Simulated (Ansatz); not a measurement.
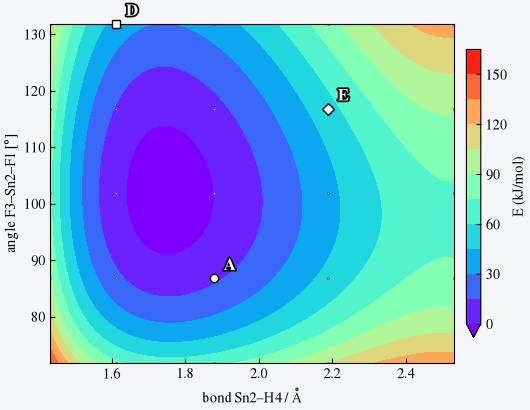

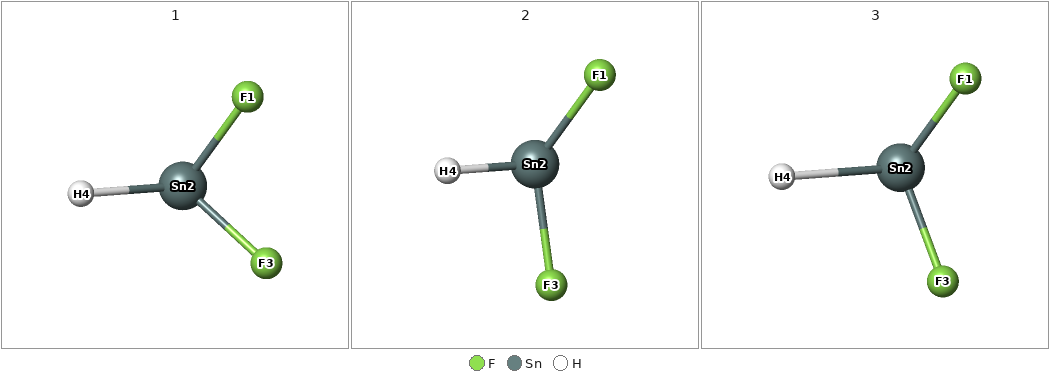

F₂HSn, SMILES [F][SnH][F], spin multiplicity 2. Two internal coordinates are moved rigidly from the geometry relaxed at PBE0-D4/def2-TZVP, all others fixed. The first coordinate is: bond Sn2–H4; the second: angle F3–Sn2–F1. Grid: 5 × 5 points. Points are written as (first, second). Energies are in kJ/mol, from the lowest grid point. Theory: Ansatz, UKS PBE0-D4/def2-TZVPP.

In the figure: filled contours, dots at the grid points, lettered points. Between grid points the surface is interpolated. The numbered pictures are the structures at these points, in random order.

> Which structure belongs to which point?

A is structure 1: (1.879 Å, 86.8°), 13 kJ/mol; D is structure 2: (1.613 Å, 131.8°), 39 kJ/mol; E is structure 3: (2.189 Å, 116.8°), 55 kJ/mol.
